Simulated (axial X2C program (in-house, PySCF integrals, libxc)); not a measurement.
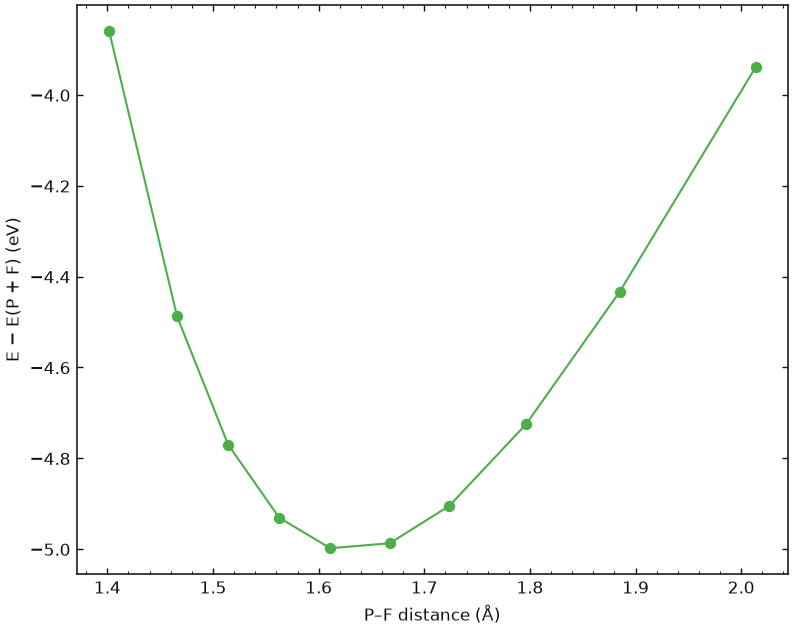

Figure 1. Energy at 10 bond lengths, for one set of occupations held fixed; the line joins the points. A polynomial of degree 6 through 9 points gives rₑ = 1.631 Å, ωₑ = 794.2 cm⁻¹, ωₑxₑ = 4.1 cm⁻¹ and Bₑ = 0.5380 cm⁻¹. The minimum lies 5.00 eV below P + F, each computed as one determinant at the same level.

**PF: relativistic diatomic calculation**

System: PF, single determinant with Ω = 1.
Method: PBE, two-component X2C with atomic mean-field Coulomb and Gaunt terms, P dyall-v3z, F dyall-av3z (cores contracted) (axial X2C program (in-house, PySCF integrals, libxc)).

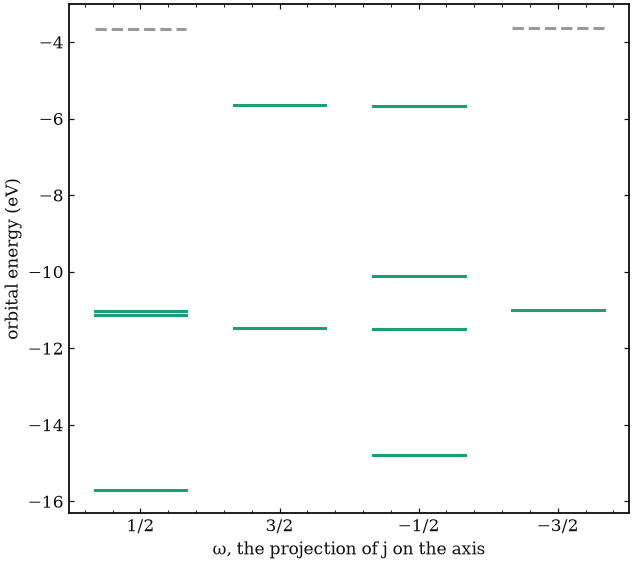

Figure 2. Orbital energies near the frontier at 1.61 Å, filled (solid) and empty (dashed). The highest filled spinor (3/2; 80 % P p, 12 % F p) lies at −5.64 eV, the lowest empty one (1/2; 82 % P p, 10 % F p) at −3.66 eV.

These pictures come from the run below.

**Input file**
```
{"zs": [15, 9], "q": 0, "bas": ["dyall-v3z", "dyall-av3z"], "levels": ["PBE0", "HF", "PBE"], "cc": true, "r0": 1.75, "thr": -2.0, "nmax": 90, "npts": 10, "nst": 2, "ntry": 6}
```

The line is the task of a batch: nuclear charges, charge, bases, the levels to run, a first guess of the distance and further settings. This report covers PBE with spin-orbit coupling. The log is that of the reference distance 1.611 Å.

The run was one of a batch that the task file lists, launched with:
```bash
python <driver script> task.json out
```

**The program's output**
```
two-component X2C + atomic mean field  PBE
basis functions 100  fitting functions 566  grid points 4352
iter        total energy     max residual
   1       -441.832630392     3.05e-02
   2       -441.833949595     1.32e-02
   3       -441.830009511     2.68e-02
   4       -441.835019637     2.01e-03
   5       -441.835043639     1.82e-04
   6       -441.835044052     6.75e-05
   7       -441.835044105     9.87e-06
   8       -441.835044108     4.33e-06
   9       -441.835044109     1.19e-06
converged
one-electron -700.26576918  Coulomb 247.65947597  exact exchange 0.00000000  xc functional -33.51869531  nuclear repulsion 44.34445902  atomic mean-field constant -0.05451461
```

**The points of the curve**

```
R (Å)  E (hartree)  dipole (D; origin at the first atom, positive when the second is positive)  highest filled (eV)  lowest empty (eV)
1.402  −441.793174                                                                        0.47                −5.00              −3.06
1.466  −441.816288                                                                        0.10                −5.20              −3.25
1.514  −441.826659                                                                       −0.19                −5.35              −3.39
1.563  −441.832575                                                                       −0.47                −5.50              −3.53
1.611  −441.835044                                                                       −0.74                −5.64              −3.66
1.667  −441.834640                                                                       −1.06                −5.80              −3.80
1.724  −441.831610                                                                       −1.36                −5.95              −3.94
1.796  −441.825017                                                                       −1.75                −6.14              −4.11
1.885  −441.814308                                                                       −2.19                −6.34              −4.30
2.014  −441.796117                                                                       −2.79                −6.62              −4.55
```

**Summary**

- outcome: converged
- bond length rₑ: 1.631 Å
- ωₑ: 794.2 cm⁻¹
- energy at the minimum: −441.83526 hartree
- depth below the fragments: 5.00 eV
- hardware: 1 thread of Intel Xeon (Granite Rapids), 64 GiB of memory available, shared host
- wall time: 2.2 s
